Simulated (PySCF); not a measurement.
**F4Sn, SMILES `F[Sn](F)(F)F`: what the electrons do**

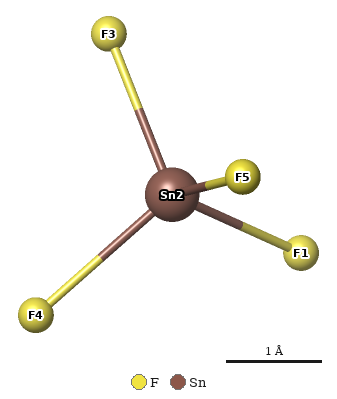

The molecule, with its atoms numbered as below. No frequency check shows the geometry to be a minimum.

Coordinates in Å:

```
F1       1.0671   -1.1440   -1.1049
Sn2      0.0000    0.0000    0.0000
F3      -1.0673    1.1440   -1.1049
F4      -1.1451   -1.0662    1.1048
F5       1.1450    1.0662    1.1048
```

### 1. Bonding charge

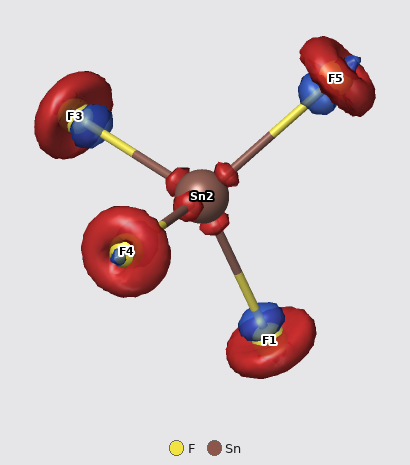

Deformation density (molecule less spherical, spin-averaged free atoms at the same positions), surfaces at ±0.2 e/Å³; red: gain, blue: loss.

PySCF calculation, PBE/def2-TZVP, gas phase; geometry: GFN2-xTB. Core potentials replace the inner electrons of Sn; spin–orbit coupling isn't included.

How much density has each bond gained at its critical point, relative to the free atoms?

Answer. F1–Sn2, Sn2–F5, Sn2–F3 and Sn2–F4: +0.03 e/Å³ at the bond critical point (bond length 1.92 Å, Mayer order 0.9); up to 0.6 Å beside the axis the gain reaches +0.15 e/Å³. In all, 1.3 electrons gather in the regions of gain relative to the promolecule. A small or negative value marks a very polar bond, one between electron-rich atoms, whose free-atom densities already overlap strongly, a long bond to a heavier atom, or a closed-shell contact such as a hydrogen bond.

Where do the Hirshfeld charges lie?

Answer. The highest Hirshfeld charge is on Sn2 (+0.89 e), the lowest on F1, F3, F4 and F5 (−0.22 e).

### 2. Bond critical points

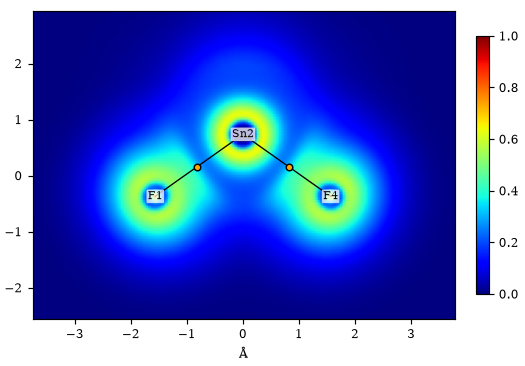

Localised orbital locator (LOL) in the plane of F1, Sn2 and F4, with bond paths and bond critical points (dots).

Rank the bonds in the plane by LOL at their critical points.

Answer. F1–Sn2 and Sn2–F4: about 0.32. Values above 0.5 mark slow, localised electrons, as in shared pairs; low values at a critical point mark a polar or closed-shell contact whose critical point lies between the shells.

### 3. Local ionisation energy

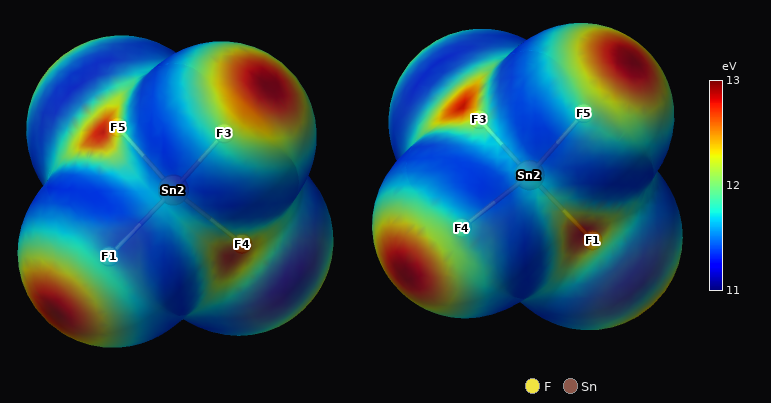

Average local ionisation energy on the surface of electron density 0.001 a.u. (back view left, front view right).

Where are the most loosely bound electrons on this surface?

Answer. The lowest value is 11.3 eV, 1.8 Å from F5, and at like points elsewhere. For comparison, the highest occupied orbital lies at −10.2 eV.

What volume does the surface enclose, and what is the dipole moment?

Answer. About 91 Å³; the dipole moment is 0.0 D.

### 4. In an electric field

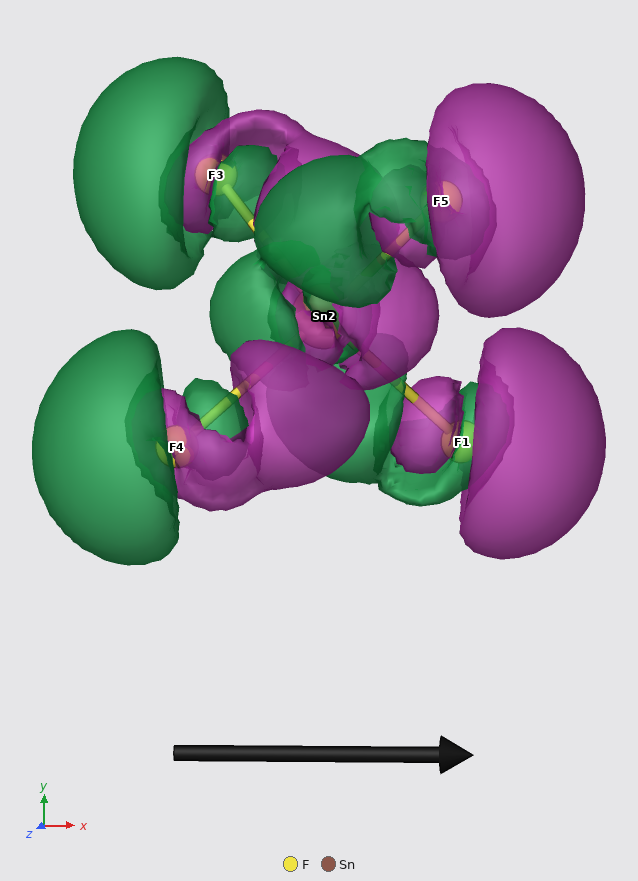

Change of the electron density in a uniform field of 0.21 V/Å along +x (arrow), surfaces at ±0.001 e/Å³ (green: gain, purple: loss).

Computed with PySCF, PBE/def2-TZVP, geometry: GFN2-xTB. Core potentials replace the inner electrons of Sn; spin–orbit coupling isn't included. A basis without diffuse functions makes polarisabilities too small.

What dipole is induced, and what polarisability does it imply?

Answer. The induced dipole is 0.34 D (along the field); α along this axis, from the fields in both directions, is 34 bohr³ (5.0 Å³).

Which atoms gain and lose the most charge?

Answer. Electrons gather most on F3 and F4 alike (Hirshfeld charge changes by −0.008 e) and leave F1 and F5 alike most (+0.008 e); 0.035 electrons are displaced in all.
